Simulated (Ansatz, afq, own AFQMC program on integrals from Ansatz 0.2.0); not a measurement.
# BSiH2 (doublet): quantum Monte Carlo beside coupled cluster at distance Si1–B2 = 1.925 Å, cc-pVDZ

How near does AFQMC come to the top of the ladder for BSiH2 (doublet)?

Computed with Ansatz 0.2.0, Gaussian basis, and an in-house AFQMC program (afq) on its integrals; all values are calculated. Level: cc-pVDZ, frozen cores.

The runs, in order: PBE (unrestricted); r2SCAN (unrestricted); PBE0 (unrestricted); B3LYP (unrestricted); wB97M-V (unrestricted); B2PLYP (unrestricted); CCSD(T) on ROHF; CCSDT(Q) on ROHF; Phaseless AFQMC, CISD trial on ROHF; Phaseless AFQMC, single-determinant trial on ROHF; Free-projection AFQMC, CISD trial on ROHF; CCSD(T) on UHF; CCSDT(Q) on UHF; Phaseless AFQMC, CISD trial on UHF; Phaseless AFQMC, single-determinant trial on UHF; Free-projection AFQMC, CISD trial on UHF.

1 further run of the same task is left out (it didn't finish).

## 1. What is computed

The geometry derives from a PBE0/def2-TZVP stationary point (not a proven minimum). One bond is set to the value named and the two fragments are kept rigid.

4 atoms, charge 0, spin multiplicity 2.

Atoms are counted from 1 here; the program's logs count them from 0.

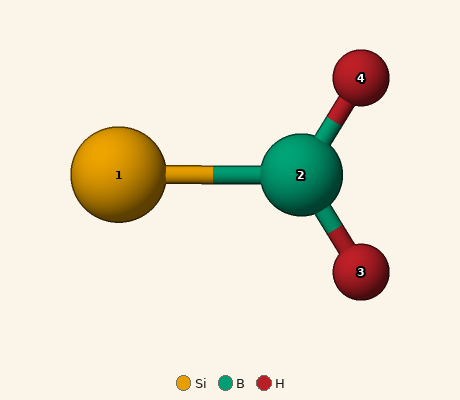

The geometry (silicon amber, boron teal, hydrogen red); atoms are numbered from 1 in the order of the file.

## 2. PBE (unrestricted)

in.yaml reads:

```yaml
crystal:
  periodic: [false, false, false]
  atoms:
    - {symbol: Si, position_ang: [0.000000, 0.000000, 0.634524]}
    - {symbol: B, position_ang: [0.000000, 0.000000, -1.290679]}
    - {symbol: H, position_ang: [0.000000, -1.025810, -1.918468]}
    - {symbol: H, position_ang: [0.000000, 1.025810, -1.918468]}
basis:
  gaussian: {orbitals: cc-pVDZ}
magnetization: {spin_polarized: true, initial_magnetization: 1}
hamiltonian: {xc: {name: PBE}}
output: {orbitals: {seedname: orbitals}}
```

On the command line:

```sh
ansatz run in.yaml --threads 1 --pin off --events-out ev --progress --plain --max-ram 1382MiB
```

The log of the run:

```text
Functional definition: PBE
  name "PBE"
  cite "Perdew, Burke & Ernzerhof, Phys. Rev. Lett. 77, 3865 (1996) doi:10.1103/PhysRevLett.77.3865"
  parent pbe
  parameter kappa = 0.804
  parameter beta = 0.06672455060314922
  exchange = pbe_x(kappa = kappa, mu = beta*pi^2/3)
  correlation = pbe_c(beta = beta)
508 factors; their error is unknown
mean field evaluation 1: about -8572.6362 eV, gradient 2.4e1 eV
mean field evaluation 2: about -8519.5839 eV, gradient 6.7e1 eV
mean field evaluation 4: about -8577.5782 eV, gradient 4.8e0 eV
mean field evaluation 8: about -8577.7986 eV, gradient 5.1e-2 eV
mean field evaluation 16: about -8576.0898 eV, gradient 5.0e0 eV
mean field evaluation 32: about -8577.6014 eV, gradient 3.5e0 eV
mean field -8577.79857561 eV, -315.2282834131 hartree, gradient 2.7e-5 eV, S^2 0.753414; 5 other end points of the search recorded, 0 dependent functions left out
reference -8577.79860321 eV, -315.2282844272 hartree; 11, 10 occupied and 31, 32 virtual orbitals, 508 factors
Total energy: -8577.79860321 eV, -315.2282844272 hartree
```

It took 3.1 s on 1 thread of Arm Neoverse V1, shared host.

From the report: ⟨S²⟩ of the determinant 0.753 (pure doublet: 0.75).

## 3. r2SCAN (unrestricted)

Changes to in.yaml since step 2:

```diff
@@ -10,3 +10,2 @@
 magnetization: {spin_polarized: true, initial_magnetization: 1}
-hamiltonian: {xc: {name: PBE}}
-output: {orbitals: {seedname: orbitals}}
+hamiltonian: {xc: {name: r2SCAN}}
```

The command is unchanged.

The log of the run:

```text
Functional definition: r2SCAN
  name "r2SCAN"
  cite "Furness, Kaplan, Ning, Perdew & Sun, J. Phys. Chem. Lett. 11, 8208 (2020) doi:10.1021/acs.jpclett.0c02405"
  cite "Furness, Kaplan, Ning, Perdew & Sun, J. Phys. Chem. Lett. 11, 9248 (2020) doi:10.1021/acs.jpclett.0c03077"
  parent r2scan
  parameter k0 = 0.174
  parameter k1 = 0.065
  parameter a1 = 4.9479
  exchange = r2scan_x(k0 = k0, k1 = k1, a1 = a1)
  correlation = r2scan_c
508 factors; their error is unknown
mean field evaluation 1: about -8577.7212 eV, gradient 2.1e1 eV
mean field evaluation 2: about -8540.2524 eV, gradient 6.2e1 eV
mean field evaluation 4: about -8581.6981 eV, gradient 3.2e0 eV
mean field evaluation 8: about -8581.8066 eV, gradient 2.1e-2 eV
mean field evaluation 16: about -8581.7875 eV, gradient 8.8e-5 eV
mean field evaluation 32: about -8580.6044 eV, gradient 5.2e-1 eV
mean field -8581.78747809 eV, -315.3748728755 hartree, gradient 7.6e-6 eV, S^2 0.756258; 5 other end points of the search recorded, 0 dependent functions left out
reference -8581.78748736 eV, -315.3748732162 hartree; 11, 10 occupied and 31, 32 virtual orbitals, 508 factors
Total energy: -8581.78748736 eV, -315.3748732162 hartree
```

It took 7.5 s on 1 thread of Arm Neoverse V1, shared host.

From the report: ⟨S²⟩ of the determinant 0.756 (pure doublet: 0.75).

## 4. PBE0 (unrestricted)

Changes to in.yaml since step 3:

```diff
@@ -10,2 +10,3 @@
 magnetization: {spin_polarized: true, initial_magnetization: 1}
-hamiltonian: {xc: {name: r2SCAN}}
+hamiltonian: {xc: {name: PBE0}}
+output: {orbitals: {seedname: orbitals}}
```

Same command.

The log of the run:

```text
Functional definition: PBE0
  name "PBE0"
  cite "Adamo & Barone, J. Chem. Phys. 110, 6158 (1999) doi:10.1063/1.478522"
  cite "Perdew, Burke & Ernzerhof, Phys. Rev. Lett. 77, 3865 (1996) doi:10.1103/PhysRevLett.77.3865"
  parent pbe
  parameter a = 0.25
  parameter kappa = 0.804
  parameter beta = 0.06672455060314922
  exchange = (1 - a)*pbe_x(kappa = kappa, mu = beta*pi^2/3) + a*exact_x
  correlation = pbe_c(beta = beta)
402 factors; integrals over basis functions are off by at most 8.2e-4 eV
mean field evaluation 1: about -8575.5782 eV, gradient 1.9e1 eV
mean field evaluation 2: about -8572.2954 eV, gradient 2.7e1 eV
mean field evaluation 4: about -8578.7039 eV, gradient 9.5e-1 eV
mean field evaluation 8: about -8578.7740 eV, gradient 7.6e-2 eV
mean field evaluation 16: about -8578.7741 eV, gradient 9.5e-5 eV
mean field -8578.77408393 eV, -315.2641326827 hartree, gradient 1.4e-5 eV, S^2 0.754080; 3 other end points of the search recorded, 0 dependent functions left out
reference -8578.77410466 eV, -315.2641334443 hartree; 11, 10 occupied and 31, 32 virtual orbitals, 402 factors
Total energy: -8578.77410466 eV, -315.2641334443 hartree
```

Wall time 1.5 s (1 thread of Arm Neoverse V1, shared host).

From the report: ⟨S²⟩ of the determinant 0.754 (pure doublet: 0.75).

## 5. B3LYP (unrestricted)

Changes to in.yaml since step 4:

```diff
@@ -10,3 +10,2 @@
 magnetization: {spin_polarized: true, initial_magnetization: 1}
-hamiltonian: {xc: {name: PBE0}}
-output: {orbitals: {seedname: orbitals}}
+hamiltonian: {xc: {name: B3LYP}}
```

Launched as before.

The log of the run, shortened:

```text
Functional definition: B3LYP
  name "B3LYP"
  cite "Stephens, Devlin, Chabalowski & Frisch, J. Phys. Chem. 98, 11623 (1994) doi:10.1021/j100096a001"
  cite "Becke, Phys. Rev. A 38, 3098 (1988) doi:10.1103/PhysRevA.38.3098"
  cite "Lee, Yang & Parr, Phys. Rev. B 37, 785 (1988) doi:10.1103/PhysRevB.37.785"
  cite "Vosko, Wilk & Nusair, Can. J. Phys. 58, 1200 (1980) doi:10.1139/p80-159"
[...]
402 factors; integrals over basis functions are off by at most 8.2e-4 eV
[...]
mean field -8583.88068775 eV, -315.4517969115 hartree, gradient 2.5e-5 eV, S^2 0.752701; 4 other end points of the search recorded, 0 dependent functions left out
reference -8583.88087628 eV, -315.4518038399 hartree; 11, 10 occupied and 31, 32 virtual orbitals, 402 factors
Total energy: -8583.88087628 eV, -315.4518038399 hartree
```

It took 1.4 s on 1 thread of Arm Neoverse V1, shared host.

From the report: ⟨S²⟩ of the determinant 0.753 (pure doublet: 0.75).

## 6. wB97M-V (unrestricted)

Changes to in.yaml since step 5:

```diff
@@ -10,2 +10,3 @@
 magnetization: {spin_polarized: true, initial_magnetization: 1}
-hamiltonian: {xc: {name: B3LYP}}
+hamiltonian: {xc: {name: wB97M-V}}
+output: {orbitals: {seedname: orbitals}}
```

The command is unchanged.

The log of the run, shortened:

```text
Functional definition: wB97M-V
  name "wB97M-V"
  cite "Mardirossian & Head-Gordon, J. Chem. Phys. 144, 214110 (2016) doi:10.1063/1.4952647"
  cite "Becke, J. Chem. Phys. 107, 8554 (1997) doi:10.1063/1.475007"
  cite "Vydrov & Van Voorhis, J. Chem. Phys. 133, 244103 (2010) doi:10.1063/1.3521275"
  # Of w^i u^j: cxij and so on, Table III.
[...]
  gx(w, u) = 1 - cx + cx01*u + cx10*w
  gss(w, u) = css00 + css04*u^4 + css10*w + css20*w^2 + css43*w^4*u^3
  gos(w, u) = cos00 + cos10*w + (cos20 + cos21*u)*w^2 + (cos60 + cos61*u)*w^6
[...]
      + integral(e_c_pw_mod_opposite_spin*gos(b97_w_opposite, b97_u_opposite)) + vv10(b, c)
402 factors; integrals over basis functions are off by at most 8.2e-4 eV
149 factors; integrals over basis functions are off by at most 8.8e-6 eV
[...]
mean field -8582.06736870 eV, -315.3851586657 hartree, gradient 4.4e-5 eV, S^2 0.751430; 2 other end points of the search recorded, 0 dependent functions left out
reference -8582.06740055 eV, -315.3851598362 hartree; 11, 10 occupied and 31, 32 virtual orbitals, 402 factors
Total energy: -8582.06740055 eV, -315.3851598362 hartree
```

Wall time 6 s (1 thread of Arm Neoverse V1, shared host).

From the report: ⟨S²⟩ of the determinant 0.751 (pure doublet: 0.75).

## 7. B2PLYP (unrestricted)

Changes to in.yaml since step 6:

```diff
@@ -10,3 +10,3 @@
 magnetization: {spin_polarized: true, initial_magnetization: 1}
-hamiltonian: {xc: {name: wB97M-V}}
-output: {orbitals: {seedname: orbitals}}
+hamiltonian: {xc: {name: B2PLYP}}
+correlation: {electrons: outside_noble_gas}
```

Launched as before.

The log of the run, shortened:

```text
Functional definition: B2PLYP
  name "B2PLYP"
  cite "Grimme, J. Chem. Phys. 124, 034108 (2006) doi:10.1063/1.2148954"
  cite "Becke, Phys. Rev. A 38, 3098 (1988) doi:10.1103/PhysRevA.38.3098"
  cite "Lee, Yang & Parr, Phys. Rev. B 37, 785 (1988) doi:10.1103/PhysRevB.37.785"
[...]
402 factors; integrals over basis functions are off by at most 8.2e-4 eV
[...]
mean field -8577.41542724 eV, -315.2142029701 hartree, gradient 7.7e-6 eV, S^2 0.754600; 6 other end points of the search recorded, 0 dependent functions left out
6 core orbitals not correlated: weight in the atoms' cores, before any rotation towards them, 1.000 or more for the frozen orbitals, at most 0.000 for the correlated occupied ones
reference -8577.41554671 eV, -315.2142073606 hartree; 5, 4 occupied and 31, 32 virtual orbitals, 402 factors
second order -5.07592828 eV of doubles, -0.00000000 eV of singles
Total energy: -8578.78604735 eV, -315.2645723299 hartree
```

It took 2.5 s on 1 thread of Arm Neoverse V1, shared host.

From the report: ⟨S²⟩ of the determinant 0.755 (pure doublet: 0.75).

## 8. CCSD(T) on ROHF

Changes to in.yaml since step 7:

```diff
@@ -9,4 +9,3 @@
   gaussian: {orbitals: cc-pVDZ}
-magnetization: {spin_polarized: true, initial_magnetization: 1}
-hamiltonian: {xc: {name: B2PLYP}}
-correlation: {electrons: outside_noble_gas}
+magnetization: {spin_polarized: false, initial_magnetization: 1}
+correlation: {method: ccsd_t, electrons: outside_noble_gas, hamiltonian_folder: ham}
```

Same command.

The log of the run, shortened:

```text
Functional definition: HF
  name "HF"
  cite "Fock, Z. Phys. 61, 126 (1930) doi:10.1007/BF01340294"
  parent pbe
[...]
402 factors; integrals over basis functions are off by at most 8.2e-4 eV
[...]
mean field -8562.88209821 eV, -314.6801129794 hartree, gradient 2.7e-6 eV, S^2 0.750000; 6 other end points of the search recorded, 0 dependent functions left out
[...]
determinant -8562.88209821 eV, -314.6801129794 hartree, with singles and doubles -8567.93395539 eV, -314.8657653063 hartree
determinant -8561.81813364 eV, -314.6410130027 hartree, with singles and doubles -8566.75229218 eV, -314.8223399845 hartree
determinant -8561.17064864 eV, -314.6172183676 hartree, with singles and doubles -8566.57197851 eV, -314.8157135791 hartree
6 core orbitals not correlated: weight in the atoms' cores, before any rotation towards them, 1.000 or more for the frozen orbitals, at most 0.000 for the correlated occupied ones
reference -8562.88209821 eV, -314.6801129794 hartree; 5, 4 occupied and 31, 32 virtual orbitals, 402 factors
second order -3.99443369 eV of doubles, -0.04526677 eV of singles
cycle   1  -5.05172413 eV  change    1.3e-4 eV  update   8.9e-4
[...]
cycle   7  -5.05186323 eV  change   -1.2e-6 eV  update   1.4e-6
perturbative correction -0.14611841 eV, -0.0053697524 hartree
Total energy: -8568.08007985 eV, -314.8711352811 hartree
```

Run time: 2.4 s. Hardware: 1 thread of Arm Neoverse V1, shared host.

From the report: correlation -5.1980 eV; T1 0.023; largest double amplitude 0.08.

This run also writes the integrals to the folder ham.

## 9. CCSDT(Q) on ROHF

Changes to in.yaml since step 8:

```diff
@@ -10,2 +10,2 @@
 magnetization: {spin_polarized: false, initial_magnetization: 1}
-correlation: {method: ccsd_t, electrons: outside_noble_gas, hamiltonian_folder: ham}
+correlation: {method: ccsdt_q, electrons: outside_noble_gas}
```

The command is unchanged.

The log of the run, shortened:

```text
Functional definition: HF
  name "HF"
  cite "Fock, Z. Phys. 61, 126 (1930) doi:10.1007/BF01340294"
  parent pbe
[...]
784 factors; integrals over basis functions are off by at most 1.5e-7 eV
[...]
mean field -8562.88211075 eV, -314.6801134400 hartree, gradient 1.7e-6 eV, S^2 0.750000; 6 other end points of the search recorded, 0 dependent functions left out
[...]
determinant -8562.88211075 eV, -314.6801134400 hartree, with singles and doubles -8567.93396625 eV, -314.8657657055 hartree
determinant -8561.81814267 eV, -314.6410133342 hartree, with singles and doubles -8566.75230172 eV, -314.8223403348 hartree
determinant -8561.17066090 eV, -314.6172188182 hartree, with singles and doubles -8566.57198770 eV, -314.8157139170 hartree
6 core orbitals not correlated: weight in the atoms' cores, before any rotation towards them, 1.000 or more for the frozen orbitals, at most 0.000 for the correlated occupied ones
reference -8562.88211075 eV, -314.6801134400 hartree; 5, 4 occupied and 31, 32 virtual orbitals, 784 factors
second order -3.99445705 eV of doubles, -0.04526680 eV of singles
cycle   1  -4.75197547 eV  change   -7.1e-1 eV  update   8.1e-2
[...]
cycle  17  -5.23069198 eV  change    4.3e-7 eV  update   2.8e-7
perturbative correction -0.00736171 eV, -0.0002705379 hartree
Total energy: -8568.12016444 eV, -314.8726083628 hartree
```

Run time: 13 s. Hardware: 1 thread of Arm Neoverse V1, shared host.

From the report: correlation -5.2381 eV; T1 0.024; largest double amplitude 0.09.

## 10. Phaseless AFQMC, CISD trial on ROHF

It reads the integrals that the CCSD(T) run on this determinant wrote.

On the command line:

```sh
afq ham --method phaseless --trial cisd --walkers 60 --populations 1 --least-time 40 --time-step 0.005 --steps-per-block 50 --equilibration-blocks 28 --max-blocks 300 --target-error 0.00036 --factor-cut 1e-05 --start spin_pure --seed 8617 --release-times 0.24,0.51,0.99,1.62,2.4 --release-step 0.03 --release-every 4 --taylor-order 6
```

The log of the run:

```text
orbitals 36  electrons 5 4  factors 277 of 402
reference energy -314.68011298 Eh
CCSD correlation -0.18565247 Eh in 12 cycles, weight of the determinant in the CISD state 0.8751
energy of the start -314.865766 Eh
 block  time / (1/Eh)  mean weight  energy / Eh
     1     0.250  1.0004  -314.863248
     2     0.500  0.9995  -314.864593
     3     0.750  0.9987  -314.866110
     4     1.000  0.9988  -314.867121
     5     1.250  0.9996  -314.866206
     6     1.500  1.0003  -314.868102
     7     1.750  1.0000  -314.871449
     8     2.000  1.0007  -314.871709
     9     2.250  0.9995  -314.871615
    10     2.500  1.0013  -314.871402
    11     2.750  1.0014  -314.869182
    16     4.000  1.0008  -314.869828
    21     5.250  1.0011  -314.871298
    26     6.500  1.0010  -314.874416
    31     7.750  0.9998  -314.869031
    36     9.000  0.9994  -314.870235
    41    10.250  1.0001  -314.868334
    46    11.500  1.0021  -314.869863
    51    12.750  0.9976  -314.871071
    56    14.000  0.9998  -314.876474
    61    15.250  0.9994  -314.869518
    66    16.500  0.9992  -314.869005
    71    17.750  1.0002  -314.875497
    76    19.000  0.9995  -314.874575
    81    20.250  1.0009  -314.876641
    86    21.500  1.0011  -314.873842
    91    22.750  0.9998  -314.873602
    96    24.000  1.0002  -314.873418
   101    25.250  1.0005  -314.870936
   106    26.500  0.9984  -314.873826
   111    27.750  1.0007  -314.870138
   116    29.000  1.0019  -314.873588
   121    30.250  1.0028  -314.874775
   126    31.500  0.9976  -314.868662
   131    32.750  1.0003  -314.873947
   136    34.000  1.0012  -314.871109
   141    35.250  1.0004  -314.869996
   146    36.500  0.9996  -314.872224
   151    37.750  1.0015  -314.869698
   156    39.000  1.0004  -314.869132
   161    40.250  0.9993  -314.873295
   166    41.500  1.0002  -314.869655
   171    42.750  0.9986  -314.868457
   176    44.000  1.0020  -314.869563
   181    45.250  1.0005  -314.873861
   186    46.500  0.9996  -314.878395
   191    47.750  0.9996  -314.874674
   196    49.000  1.0010  -314.868804
   201    50.250  1.0006  -314.872222
   206    51.500  0.9989  -314.871097
   211    52.750  1.0009  -314.867923
   216    54.000  0.9992  -314.869696
   221    55.250  1.0009  -314.877108
   226    56.500  0.9984  -314.867832
   231    57.750  1.0022  -314.867352
   236    59.000  1.0008  -314.875716
blocks merged  error / Eh  count
     1  0.000208  210
     2  0.000266  105
     4  0.000317  52
     8  0.000347  26
    16  0.000387  13
released: time / (1/Eh)  energy / Eh  error  mean overlap
  0.24  -314.872222  0.000361  1.0018
  0.51  -314.872260  0.000326  1.0073
  0.99  -314.872361  0.000345  1.0107
  1.62  -314.873166  0.000343  0.9848
  2.40  -314.873452  0.000516  0.9776
energy -314.872064 +/- 0.000347 Eh
```

It took 4.8 min on 1 thread of Arm Neoverse V1, shared host.

Energy -8568.1053 ± 0.0094 eV. Caveats: constraint bias not in the error.

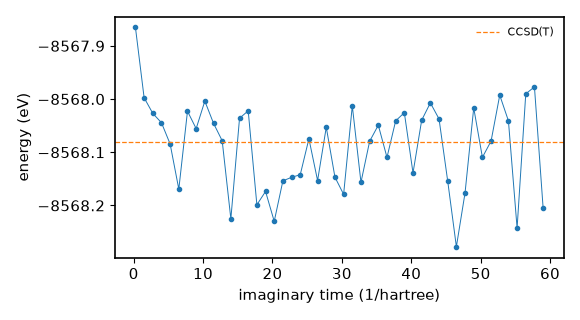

Block energies along the walk.

## 11. Phaseless AFQMC, single-determinant trial on ROHF

It reads the integrals that the CCSD(T) run on this determinant wrote.

On the command line:

```sh
afq ham --method phaseless --trial hf --walkers 120 --populations 1 --least-time 40 --time-step 0.005 --steps-per-block 20 --equilibration-blocks 112 --max-blocks 600 --target-error 0.00108 --factor-cut 1e-05 --start spin_pure --seed 7285 --taylor-order 6
```

The log of the run:

```text
orbitals 36  electrons 5 4  factors 277 of 402
reference energy -314.68011298 Eh
CCSD correlation -0.18565247 Eh in 12 cycles, weight of the determinant in the CISD state 0.8751
energy of the start -314.680113 Eh
 block  time / (1/Eh)  mean weight  energy / Eh
     1     0.100  1.0000  -314.708050
     2     0.200  1.0013  -314.734133
     3     0.300  1.0000  -314.755636
     4     0.400  1.0013  -314.772428
     5     0.500  0.9999  -314.789198
     6     0.600  1.0001  -314.802580
     7     0.700  1.0004  -314.812545
     8     0.800  1.0017  -314.825112
     9     0.900  1.0013  -314.833647
    10     1.000  1.0016  -314.833965
    18     1.800  1.0008  -314.853194
    35     3.500  0.9981  -314.876990
    52     5.200  0.9993  -314.859363
    69     6.900  0.9991  -314.851762
    86     8.600  1.0005  -314.850356
   103    10.300  1.0005  -314.874911
   120    12.000  0.9996  -314.878131
   137    13.700  1.0005  -314.879670
   154    15.400  1.0004  -314.846156
   171    17.100  1.0020  -314.858120
   188    18.800  0.9989  -314.877450
   205    20.500  1.0000  -314.878244
   222    22.200  1.0004  -314.876919
   239    23.900  0.9966  -314.878720
   256    25.600  0.9991  -314.845502
   273    27.300  1.0002  -314.880884
   290    29.000  0.9999  -314.882349
   307    30.700  1.0009  -314.865289
   324    32.400  1.0001  -314.914332
   341    34.100  0.9993  -314.860287
   358    35.800  1.0012  -314.858758
   375    37.500  0.9992  -314.861373
   392    39.200  1.0004  -314.867034
   409    40.900  1.0008  -314.865243
   426    42.600  1.0020  -314.871409
   443    44.300  1.0006  -314.872648
   460    46.000  1.0012  -314.887143
   477    47.700  1.0012  -314.898105
   494    49.400  1.0001  -314.869372
   511    51.100  0.9990  -314.864353
   528    52.800  1.0010  -314.852159
   545    54.500  0.9998  -314.871036
   562    56.200  1.0005  -314.880982
   579    57.900  1.0009  -314.868909
   596    59.600  0.9975  -314.859196
   613    61.300  1.0011  -314.889651
   630    63.000  1.0003  -314.876922
   647    64.700  1.0010  -314.875063
   664    66.400  1.0023  -314.887070
   681    68.100  0.9988  -314.861600
   698    69.800  1.0008  -314.865511
blocks merged  error / Eh  count
     1  0.000570  600
     2  0.000775  300
     4  0.001042  150
     8  0.001342  75
    16  0.001698  37
    32  0.001552  18
    64  0.001511  9
energy -314.871180 +/- 0.001698 Eh
```

It took 3.9 min on 1 thread of Arm Neoverse V1, shared host.

Energy -8568.0813 ± 0.0462 eV. Caveats: constraint bias not in the error; error above the target.

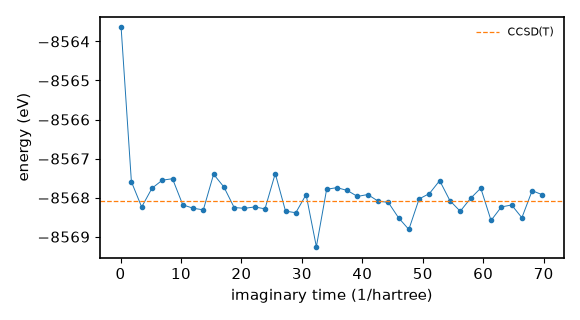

Block energies along the walk.

## 12. Free-projection AFQMC, CISD trial on ROHF

It reads the integrals that the CCSD(T) run on this determinant wrote.

On the command line:

```sh
afq ham --method free --trial cisd --walkers 60 --time-step 0.03 --max-blocks 80 --target-error 0.00036 --factor-cut 1e-05 --seed 1285 --times 0,0.3,0.6,1.2,1.8,2.4,3.6,4.8,6 --taylor-order 8
```

The log of the run:

```text
orbitals 36  electrons 5 4  factors 277 of 402
reference energy -314.68011298 Eh
CCSD correlation -0.18565247 Eh in 12 cycles, weight of the determinant in the CISD state 0.8751
repeat  energy at the last time / Eh  error
    10  -314.875770  0.001216
    20  -314.873779  0.000982
    30  -314.873059  0.000822
    40  -314.874040  0.000946
    50  -314.873412  0.000870
    60  -314.873552  0.000763
    70  -314.872872  0.000728
    80  -314.872569  0.000640
time / (1/Eh)  energy / Eh  error  mean overlap
  0.00  -314.865738  0.000094  1.1420
  0.30  -314.868957  0.000113  1.1394
  0.60  -314.870425  0.000168  1.1352
  1.20  -314.871848  0.000191  1.1175
  1.80  -314.872180  0.000219  1.1274
  2.40  -314.872338  0.000288  1.1294
  3.60  -314.872188  0.000336  1.1180
  4.80  -314.872560  0.000497  1.1508
  6.00  -314.872569  0.000640  1.1474
energy -314.872569 +/- 0.000640 Eh
```

Run time: 4.7 min. Hardware: 1 thread of Arm Neoverse V1, shared host.

Energy -8568.1191 ± 0.0174 eV. Caveats: remainder of the start not in the error; error above the target.

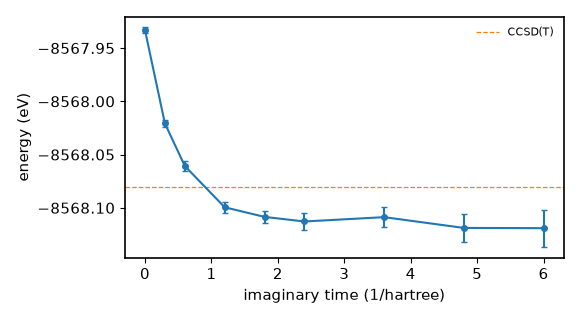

Energy against projection time, with error bars.

[end of part 1 of 2]
